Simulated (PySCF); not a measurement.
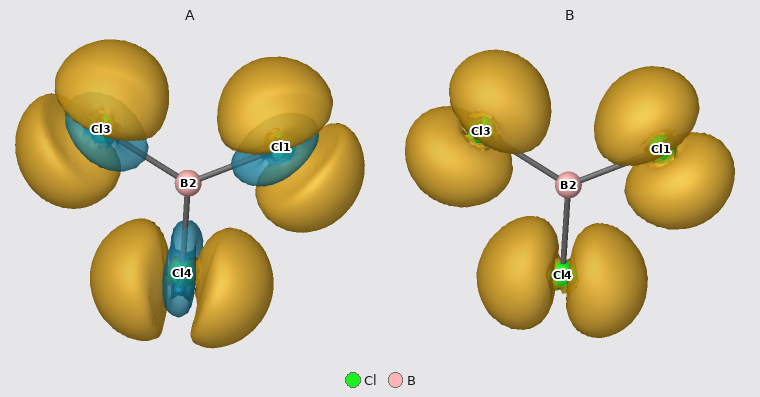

*BCl₃, SMILES `ClB(Cl)Cl`. The Fukui function f⁻ from two separate SCF calculations and the density of the HOMO, at ±0.015 e/Å³ (yellow positive, teal negative).*

PySCF calculation, PBE/def2-TZVP, gas phase; geometry: GFN2-xTB. No frequency check shows the geometry to be a minimum. GFN2-xTB bond lengths at metals and heavier atoms can be off by up to 0.1 Å and shapes distorted, which carries into these values.

Question: Which panel is which, and how good is the frozen-orbital picture?

Answer: A is f⁻ (it has negative regions), B the HOMO density. The HOMO lies on Cl1, Cl3 and Cl4 (32 % each); f⁻ (Hirshfeld-condensed) is largest on Cl1, Cl3 and Cl4 (0.31 each); the vertical ionisation energy is 10.76 eV (the stability of the cation's solution wasn't checked). Relaxation shifts 3 % of the electron between atoms. The orbital energy is −7.62 eV.

The PySCF run took 27 s on 1 thread of AMD EPYC 7R43 64-Core Processor (Zen 3) (shared host), peak memory 0.5 GiB.
